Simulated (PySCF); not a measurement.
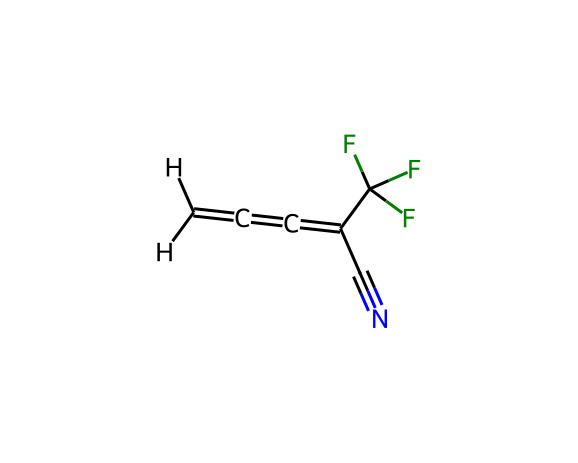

A structural formula.

Question: Write the SMILES.

Answer: C=C=C=C(C#N)C(F)(F)F

Question: Give the formula, hydrogens included.

Answer: C6H2F3N.

Question: An optimisation with GFN2-xTB gave a structure of which point group?

Answer: Cs.

The parts below concern this one geometry. Atoms keep their numbers from picture to picture. The computed structure is the end point of a GFN2-xTB optimisation. No frequency run is at hand to confirm it as a minimum.

## Shape

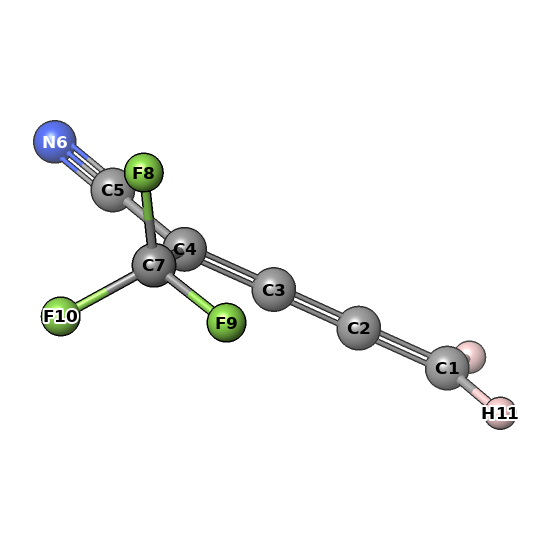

C4 lies behind C7. The molecule seen a little off the C7–C4 bond, C7 in front. Depth is shown by fading: the farther an atom, the more it takes the colour of the background. No frequency run is at hand to confirm it as a minimum.

Question: What is the torsion angle F8–C7–C4–C3? The sign is positive where the front bond must turn clockwise to cover the back bond.

Answer: 120°, anticlinal.

## Electronic properties

No frequency run is at hand to confirm it as a minimum. Properties computed with PBE0/pcSseg-1, gas phase (PySCF 2.14.0).

Question: What is the HOMO energy (Kohn–Sham orbital)?

Answer: −8.29 eV.

Question: What is the dipole moment?

Answer: 5.52 D.

Question: What is the HOMO–LUMO gap?

Answer: 4.85 eV.

## NMR shielding

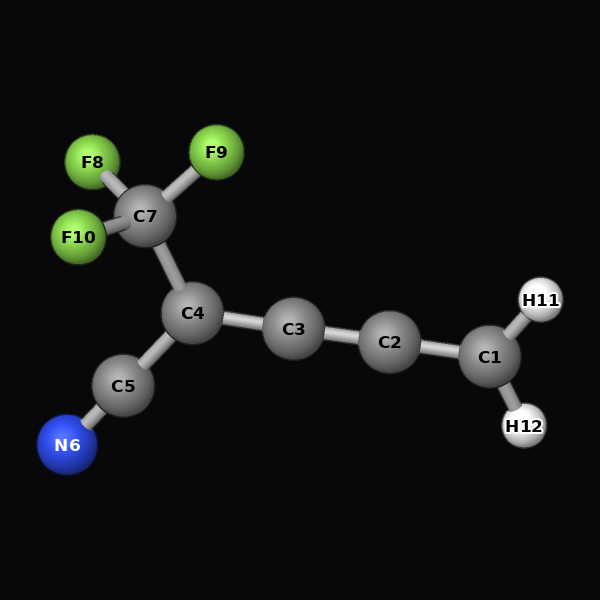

No frequency run is at hand to confirm it as a minimum. Method: GIAO PBE0/pcSseg-1 NMR shielding, non-relativistic, gas phase (PySCF 2.14.0). Principal shieldings σ11 ≤ σ22 ≤ σ33, span Ω = σ33 − σ11, skew κ = 3(σiso − σ22)/Ω.

Give the shielding tensors of the N atoms.

```
atom     σ11     σ22    σ33   σiso      Ω     κ
  N6  −225.6  −198.8  231.6  −64.3  457.2  0.88
```

Shieldings and span in ppm.

## Charges

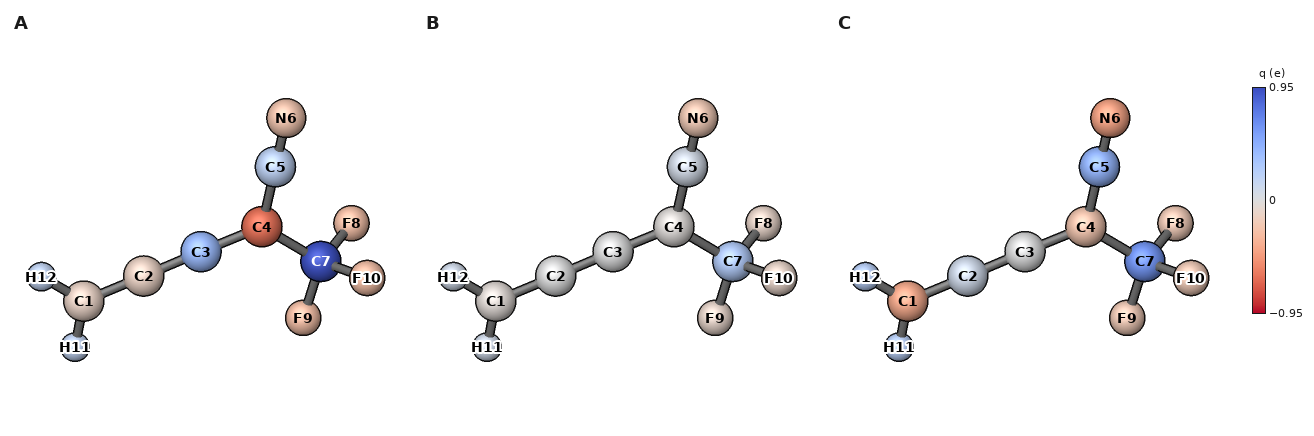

Atomic charges of one calculation by 3 schemes, on one colour scale. No frequency run is at hand to confirm it as a minimum. Computed with PBE0/pcSseg-1 (PySCF 2.14.0).

Question: The schemes are ESP-fitted, Hirshfeld, Mulliken. Which panel shows which?

Answer: A Mulliken, B Hirshfeld, C ESP-fitted.

List the charges (e), one line for each set of equivalent atoms.

```csv
atom,Mulliken,Hirshfeld,ESP-fitted
C1,−0.11,−0.03,−0.38
C2,−0.12,0.01,0.09
C3,0.39,0.00,0.00
C4,−0.64,−0.02,−0.22
C5,0.20,0.07,0.42
N6,−0.22,−0.19,−0.42
C7,0.91,0.26,0.60
"F8, F10",−0.26,−0.09,−0.18
F9,−0.26,−0.09,−0.18
H11,0.17,0.08,0.23
H12,0.17,0.08,0.23
```

Mulliken values depend strongly on the basis set and can even reverse the polarity of a bond.
